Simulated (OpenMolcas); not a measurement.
# GeH2ClF (SMILES [F][GeH2][Cl]) at 6 levels

We compute a comparison of 6 runs (HF/aug-cc-pVDZ, B3LYP/6-31G*, B2PLYP/aug-cc-pVDZ, BHLYP/aug-cc-pVDZ, BLYP/aug-cc-pVDZ, MP2/aug-cc-pVDZ) of GeH2ClF. 

Program for the calculation: OpenMolcas 26.06.

1 further run of the same task is left out (set aside as unsound or not needed).

## Step 1: The structure to begin with

The species is GeH2ClF (5 atoms), meant as a singlet with charge 0. As SMILES, `[F][GeH2][Cl]`. The shape is that of a PBE0-D4/def2-TZVP optimisation.

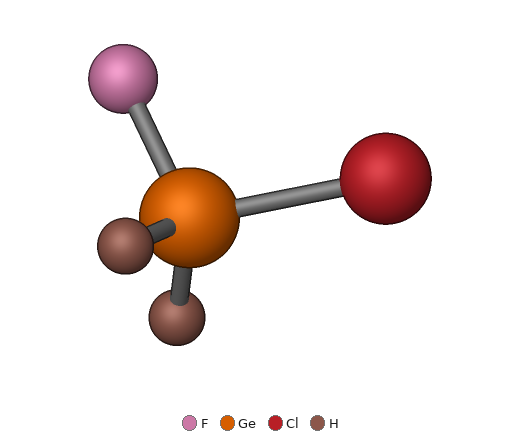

Viewed from a chosen angle; fluorine pink, germanium orange, chlorine red, hydrogen brown.

## Step 2: Energy and gradient at HF/aug-cc-pVDZ (run 1)

Input file struct.xyz:

```xyz
5

F     -0.242000    -0.508000     1.588600
Ge     0.139900    -0.089200    -0.045500
Cl    -1.390300     1.244900    -0.698900
H      0.067600    -1.375500    -0.867400
H      1.474700     0.654200    -0.018300
```

Input file test.input:

```
&GATEWAY
  BASLIB=$CurrDir
  COORD=struct.xyz
  BASIS=aug-cc-pVDZ
  GROUP=NoSym

&SEWARD

&SCF
  THRESHOLDS=1e-10 1e-07 1e-07 1e-05
  PRORBITALS=1 1

&ALASKA
```

The basis set aug-cc-pVDZ is read from a file made from the Basis Set Exchange's data (not shown).

On the command line:

```
$ export MOLCAS_MEM=1860
$ pymolcas test.input > test.log
```

Output:

```text
--- Start Module: gateway ---
[...]
--- Stop Module: gateway /rc=_RC_ALL_IS_WELL_ ---
[...]
      Basis functions          104
[...]
--- Start Module: scf ---
[...]
       Convergence after  12 Iterations
[...]
::    Total SCF energy                              -2635.5370790250
[...]
      Total spin, S                                     0.0000000000
[...]
      Total electronic charge=   60.000000
      Total            charge=   -0.000000
[...]
      Dipole Moment (debye):
      Origin of the operator (angstrom)=   -0.3181    0.2045    0.0114
                   X=  1.8850E+00               Y= -6.2059E-01               Z= -1.6400E+00           Total=  2.5745E+00
      Quadrupole Moment (debye*angstrom):
[...]
--- Stop Module: scf /rc=_RC_ALL_IS_WELL_ ---
[...]
--- Start Module: alaska ---
[...]
 *              Molecular gradients               *
 **************************************************
  Irreducible representation: a
 ------------------------------------------------------------------------------------------
                              X                       Y                       Z
 ------------------------------------------------------------------------------------------
  F1               -6.07298225206776E-04   -9.75874938889731E-04    3.34173382544733E-03
  GE2              -6.95527150249120E-03    6.55274104744130E-03   -4.06072307263194E-03
  CL3               5.45665693509534E-03   -4.67138613600682E-03    2.12041888943126E-03
  H4               -4.37264756482758E-04   -2.61171943134109E-03   -1.60770198256266E-03
  H5                2.54317754917111E-03    1.70623945879766E-03    2.06272340387670E-04
 ------------------------------------------------------------------------------------------
--- Stop Module: alaska /rc=_RC_ALL_IS_WELL_ ---
[...]
```

Wall time 12 s (1 thread of Intel Xeon 6975P-C (Granite Rapids), shared host); peak memory 0.59 GiB.

## Step 3: Energy and gradient at B3LYP/6-31G(d) (spherical functions) (run 2)

Input file run.inp:

```
* ClFGeH2 Kohn-Sham DFT

&gateway
  baslib=$CurrDir
  coord
  5
  angstrom
  F       -0.242000      -0.508000       1.588600
  Ge       0.139900      -0.089200      -0.045500
  Cl      -1.390300       1.244900      -0.698900
  H        0.067600      -1.375500      -0.867400
  H        1.474700       0.654200      -0.018300
  basis=6-31Gs
  group=NoSym

&seward
  gridinput
  Grid=UltraFine
  End of Grid

&scf
  ksdft=B3LYP
  thresholds=1e-10 1e-07 1e-07 1e-05
  prorbitals=1 1

&alaska
```

The basis set 6-31G* is read from a file made from the Basis Set Exchange's data (not shown).

On the command line:

```
$ export MOLCAS_MEM=1860
$ pymolcas run.inp > run.log
```

Output:

```text
--- Start Module: gateway ---
[...]
--- Stop Module: gateway /rc=_RC_ALL_IS_WELL_ ---
[...]
      Basis functions           68
[...]
--- Start Module: scf ---
[...]
       Convergence after  13 Iterations
[...]
::    Total KS-DFT energy                           -2638.0627305152
[...]
      Total spin, S                                     0.0000000000
[...]
      Total electronic charge=   60.000000
      Total            charge=   -0.000000
[...]
      Dipole Moment (debye):
      Origin of the operator (angstrom)=   -0.3181    0.2045    0.0114
                   X=  1.8276E+00               Y= -7.1796E-01               Z= -1.3122E+00           Total=  2.3617E+00
      Quadrupole Moment (debye*angstrom):
[...]
--- Stop Module: scf /rc=_RC_ALL_IS_WELL_ ---
[...]
--- Start Module: alaska ---
[...]
 *              Molecular gradients               *
 **************************************************
  Irreducible representation: a
 ------------------------------------------------------------------------------------------
                              X                       Y                       Z
 ------------------------------------------------------------------------------------------
  F1                1.34719121556781E-03    1.93740535133813E-03   -6.86243570300604E-03
  GE2              -5.62698705168430E-03    4.59390912533841E-03   -1.58229351831984E-03
  CL3               7.85725301969364E-03   -7.28169768214926E-03    4.38269997003715E-03
  H4                9.59937633921992E-05    3.08459541065442E-03    3.16086216147404E-03
  H5               -3.67345094690830E-03   -2.33421220511021E-03    9.01167089672708E-04
 ------------------------------------------------------------------------------------------
--- Stop Module: alaska /rc=_RC_ALL_IS_WELL_ ---
[...]
```

Wall time 11 s (1 thread of Intel Xeon 6975P-C (Granite Rapids), shared host); peak memory 0.41 GiB.

Run 3 isn't shown in full; the table further down has it.

## Step 4: Energy and forces at BHLYP/aug-cc-pVDZ (run 4)

Input file job.input:

```
* ClFGeH2 Kohn-Sham DFT
>>> EXPORT MOLCAS_PRINT=2

&GATEWAY
 BasLib=$CurrDir
 Coord
 5
 angstrom
 F       -0.242000      -0.508000       1.588600
 Ge       0.139900      -0.089200      -0.045500
 Cl      -1.390300       1.244900      -0.698900
 H        0.067600      -1.375500      -0.867400
 H        1.474700       0.654200      -0.018300
 Basis=aug-cc-pVDZ
 Group=NoSym

&SEWARD
 GridInput
 Grid=UltraFine
 End of Grid

&SCF
 KSDFT=HYB_GGA_XC_BHANDHLYP
 Thresholds=1e-10 1e-07 1e-07 1e-05
 PrOrbitals=1 2

&ALASKA
```

The basis set aug-cc-pVDZ is read from a file made from the Basis Set Exchange's data (not shown).

On the command line:

```
$ export MOLCAS_MEM=1860
$ pymolcas job.input > job.log
```

Output:

```text
--- Start Module: gateway ---
[...]
--- Stop Module: gateway /rc=_RC_ALL_IS_WELL_ ---
[...]
      Basis functions          104
[...]
--- Start Module: scf ---
[...]
       Convergence after  13 Iterations
[...]
::    Total KS-DFT energy                           -2638.2536991040
[...]
      Total spin, S                                     0.0000000000
[...]
      Total electronic charge=   60.000000
      Total            charge=   -0.000000
[...]
      Dipole Moment (debye):
      Origin of the operator (angstrom)=   -0.3181    0.2045    0.0114
                   X=  1.8016E+00               Y= -5.8679E-01               Z= -1.5826E+00           Total=  2.4687E+00
      Quadrupole Moment (debye*angstrom):
[...]
--- Stop Module: scf /rc=_RC_ALL_IS_WELL_ ---
[...]
--- Start Module: alaska ---
[...]
 *              Molecular gradients               *
 **************************************************
  Irreducible representation: a
 ------------------------------------------------------------------------------------------
                              X                       Y                       Z
 ------------------------------------------------------------------------------------------
  F1                1.14874610317894E-03    1.05783496268685E-03   -4.43064203045651E-03
  GE2              -8.39704170626021E-03    4.00080582883433E-03    4.42641200460336E-03
  CL3               4.72140094107587E-03   -4.03262462592124E-03    1.81218993701648E-03
  H4                1.00880039031193E-05   -2.32999563040259E-03   -1.66766856366785E-03
  H5                2.51680665806298E-03    1.30397946467564E-03   -1.40291347425603E-04
 ------------------------------------------------------------------------------------------
--- Stop Module: alaska /rc=_RC_ALL_IS_WELL_ ---
[...]
```

Run time: 26 s. Hardware: 1 thread of Intel Xeon 6975P-C (Granite Rapids), shared host; peak memory 0.59 GiB.

Run 5 isn't shown in full; the table further down has it.

## Step 5: The energy at MP2/aug-cc-pVDZ (run 6)

Input file mol.inp:

```
* ClFGeH2 MP2
>>> EXPORT MOLCAS_PRINT=2

&GATEWAY
  BASLIB = $CurrDir
  COORD
  5
  angstrom
  F       -0.242000      -0.508000       1.588600
  Ge       0.139900      -0.089200      -0.045500
  Cl      -1.390300       1.244900      -0.698900
  H        0.067600      -1.375500      -0.867400
  H        1.474700       0.654200      -0.018300
  BASIS = aug-cc-pVDZ
  GROUP = NoSym

&SEWARD

&SCF
  THRESHOLDS = 1e-10 1e-07 1e-07 1e-05
  PRORBITALS = 1 2

&MBPT2
  FROZEN = 15
```

The basis set aug-cc-pVDZ is read from a file made from the Basis Set Exchange's data (not shown).

On the command line:

```
$ export MOLCAS_MEM=1860
$ pymolcas mol.inp > mol.log
```

Output:

```text
--- Start Module: gateway ---
[...]
--- Stop Module: gateway /rc=_RC_ALL_IS_WELL_ ---
[...]
      Basis functions          104
[...]
--- Start Module: scf ---
[...]
       Convergence after  12 Iterations
[...]
::    Total SCF energy                              -2635.5370790250
[...]
      Total spin, S                                     0.0000000000
[...]
      Total electronic charge=   60.000000
      Total            charge=   -0.000000
[...]
      Dipole Moment (debye):
      Origin of the operator (angstrom)=   -0.3181    0.2045    0.0114
                   X=  1.8850E+00               Y= -6.2059E-01               Z= -1.6400E+00           Total=  2.5745E+00
      Quadrupole Moment (debye*angstrom):
[...]
--- Stop Module: scf /rc=_RC_ALL_IS_WELL_ ---
[...]
--- Start Module: mbpt2 ---
[...]
WARNING!
Default frozen orbitals as non valence orbitals is overwritten by user input.
Default values:  20
[...]
       Reference weight ( Cref**2 )         =        0.86774
::    Total MBPT2 energy                            -2636.0140181820
[...]
      Total MBPT2 calculations                           0.38      0.43
--- Stop Module: mbpt2 /rc=_RC_ALL_IS_WELL_ ---
[...]
```

Wall time 8.7 s (1 thread of Intel Xeon 6975P-C (Granite Rapids), shared host); peak memory 0.59 GiB.

## Step 6: Overview of the runs

| run | level | integration grid | task | energy (Eh) | dipole moment (D) of the reference | HOMO energy (eV) | LUMO energy (eV) | wall time |
| --- | --- | --- | --- | --- | --- | --- | --- | --- |
| 1 | HF/aug-cc-pVDZ | – | gradient | -2635.537079 | 2.57 | -12.56 | 1.05 | 12 s |
| 2 | B3LYP/6-31G* (spherical functions) | UltraFine | gradient | -2638.062731 | 2.36 | -8.80 | -0.39 | 11 s |
| 3 | B2PLYP/aug-cc-pVDZ | UltraFine | energy | -2637.691560 | 2.46 | -10.47 | 0.14 | 20 s |
| 4 | BHLYP/aug-cc-pVDZ | UltraFine | gradient | -2638.253699 | 2.47 | -10.52 | -0.05 | 26 s |
| 5 | BLYP/aug-cc-pVDZ | UltraFine | gradient | -2638.343918 | 2.21 | -7.71 | -1.52 | 29 s |
| 6 | MP2/aug-cc-pVDZ | – | energy | -2636.014018 | 2.57 | -12.56 | 1.05 | 8.7 s |

## Step 7: Outcome

| quantity | value |
| --- | --- |
| run 6: total energy | -2636.01402 Eh |
| run 6: dipole moment (mean-field density) | 2.57 D |
| run 6: HOMO energy (Hartree–Fock orbitals) | -12.56 eV |
| run 6: LUMO energy (Hartree–Fock orbitals) | 1.05 eV |
| run 6: HOMO–LUMO gap (Hartree–Fock orbitals) | 13.62 eV |
| run 6: correlation energy (15 core orbitals frozen) | -476.9 mEh |

**Reading.** Over runs 1, 2, 3, 4, 5 the dipole moment (its size) runs from 2.21 D (BLYP/aug-cc-pVDZ) to 2.57 D (HF/aug-cc-pVDZ). Over runs 1, 2, 3, 4, 5 the HOMO–LUMO gap runs from 6.19 eV (BLYP/aug-cc-pVDZ) to 13.62 eV (HF/aug-cc-pVDZ). Exact exchange widens orbital gaps. For B2PLYP the log adds the whole second-order term; the table takes 0.27 of it, as the functional is defined. Totals of different functionals can't be ranked against each other. All runs together took 1.8 min, the longest 29 s.
